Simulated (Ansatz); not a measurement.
Ir: response to strain

Start from Ir in the fcc (Cu type) structure (space group Fm-3m, No. 225; relaxed with 0.1 eV smearing).

```
CELL_PARAMETERS angstrom
      0.00000     1.91555     1.91555
      1.91555     0.00000     1.91555
      1.91555     1.91555     0.00000
ATOMIC_POSITIONS crystal
  Ir 0.00000 0.00000 0.00000
```

Cartesian axes are those of the cell as printed.

Strains are applied to the cell and any free atomic positions relax; under biaxial strain the out-of-plane vector relaxes too.

Method: DFT with PBEsol, PAW potentials and a 420 eV plane-wave cutoff in Ansatz (a quantum-chemistry and plane-wave program), spin-orbit coupling left out.

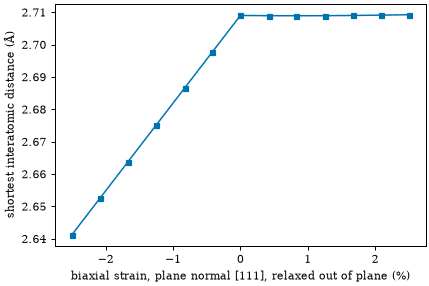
Figure: Shortest interatomic distance against biaxial strain, plane normal [111], relaxed out of plane

```tsv
biaxial strain, plane normal [111], relaxed out of plane (%)	shortest interatomic distance
-2.5	2.641 Å
-2.08	2.653 Å
-1.67	2.664 Å
-1.25	2.675 Å
-0.83	2.687 Å
-0.42	2.698 Å
0.42	2.709 Å
0.83	2.709 Å
1.25	2.709 Å
1.67	2.709 Å
2.08	2.709 Å
2.5	2.709 Å
```

No phonon test of stability was made. The final runs are not spin-polarised.
